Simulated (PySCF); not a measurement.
```xyz
2

Hg    0.0000    0.0000   -0.3775
P     0.0000    0.0000    2.4615
```

Core potentials replace the inner electrons of Hg.

Computed with PBE0/def2-TZVPP, non-relativistic Hamiltonian with scalar-relativistic core potentials where named, at a bond length of 2.839 Å (PySCF).

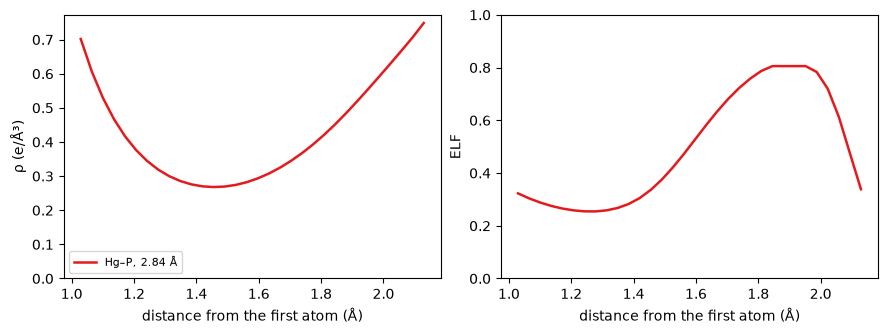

HgP (quartet). Electron density and ELF along straight lines between neighbouring atoms. The curves leave out the atomic cores.

> What can be read from the curves?

Hg–P (2.84 Å): ρ at the midpoint is about 0.27 e/Å³; the ELF peaks at about 0.80 in the valence shell of P, 1.0 Å from its nucleus, and drops to about 0.25 between the two atoms.
